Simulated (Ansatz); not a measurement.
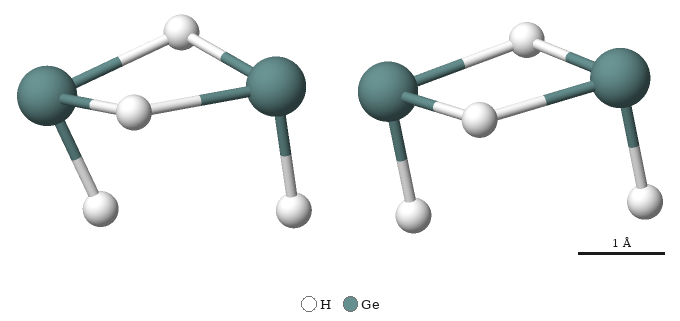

Two geometries of Ge$_{2}$H$_{4}$, drawn at one scale. One is the start of a relaxation, the other its converged end. The picture is a ball-and-stick view, seen from a free direction.

Method: Ansatz 0.2.0, UKS BLYP-D4/def2-SVPD. (collinear spin; force threshold 0.03 eV/Å; at most 50 steps)

Q: Which of the two is the end point?

A: The right one is the relaxed one. The run prepares an end point of a later path (reaction) calculation, from a guessed geometry. The energy falls by 3.32 kcal/mol in 3 geometry steps. The largest force component goes from 0.79 to 0.023 eV/Å. The atom that moves furthest after the best rigid fit is an H atom (0.35 Å). By element the largest moves are H 0.35 Å, Ge 0.13 Å. Near-neighbour distances that change, for instance: Ge–H 1.537 → 1.609 Å, Ge–H 1.781 → 1.789 Å. Bond angles that change, for instance: H–Ge–H 86.0° → 92.0°, H–Ge–H 95.9° → 91.8°, Ge–H–Ge 103.7° → 106.1°.
